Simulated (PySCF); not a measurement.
SMILES C(=O)[SiH2][SiH2]CC (C3H10OSi2), GFN2-xTB optimised geometry. Atoms within 1.6 Å of the plane z = 0.0 Å (x, y, z in Å): C1 (2.43, 0.39, -0.53), C2 (1.57, 1.13, 0.48), Si3 (-0.29, 1.02, 0.10), Si4 (-0.93, -1.20, 0.00), C5 (-2.85, -1.20, 0.00), O6 (-3.49, -0.18, 0.00), H7 (2.19, -0.67, -0.55), H8 (3.49, 0.49, -0.29), H9 (2.28, 0.79, -1.53), H10 (1.77, 0.73, 1.48), H11 (1.88, 2.18, 0.51), H12 (-0.52, 1.71, -1.18), H13 (-1.00, 1.78, 1.14), H14 (-0.59, -1.98, -1.20), H15 (-0.57, -2.09, 1.12), H16 (-3.39, -2.18, 0.00).

Calculation: PySCF with PBE/def2-TZVP. Cells within 0.4 Å of a nucleus heavier than hydrogen are left out (blank, or x).

Map of the deformation density (molecule minus spherical neutral atoms) (e/bohr³) on the plane z = 0.0 Å:

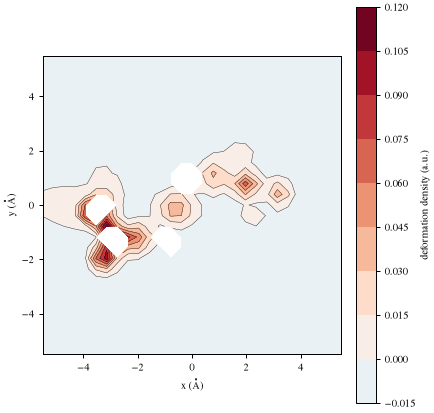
Fig. 1. Deformation density (molecule minus spherical neutral atoms) (e/bohr³) on the plane z = 0.0 Å.
